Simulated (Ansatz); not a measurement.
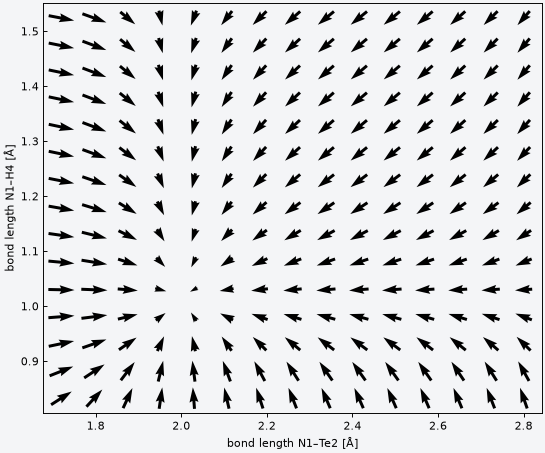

H₂NTe, SMILES N[Te], spin multiplicity 2. First axis: bond length N1–Te2. Second axis: bond length N1–H4. Nothing is relaxed (all other coordinates rigid). The scan uses a 15 × 15 grid. Points are written as (first, second). Theory: UKS PBE-D4/def2-TZVP (Ansatz 0.2.0).

The picture shows arrows along the force (downhill), their lengths compressed.

### The arrows alone are given. Where is the energy lowest?

The arrows converge at about (2.000 Å, 1.016 Å) (read from the interpolated surface).

The energy map of the same scan:

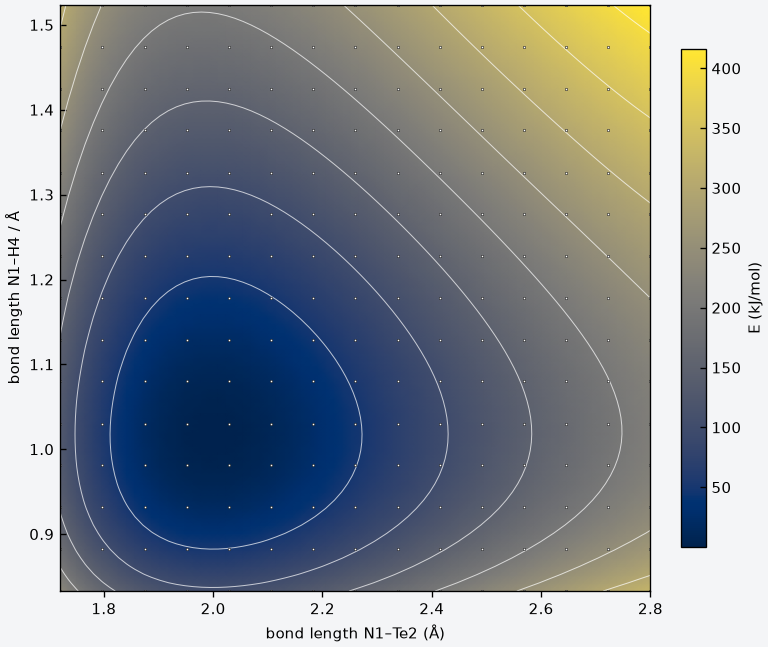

Energies are in kJ/mol, from the relaxed molecule at the same level; between grid points the surface is interpolated.
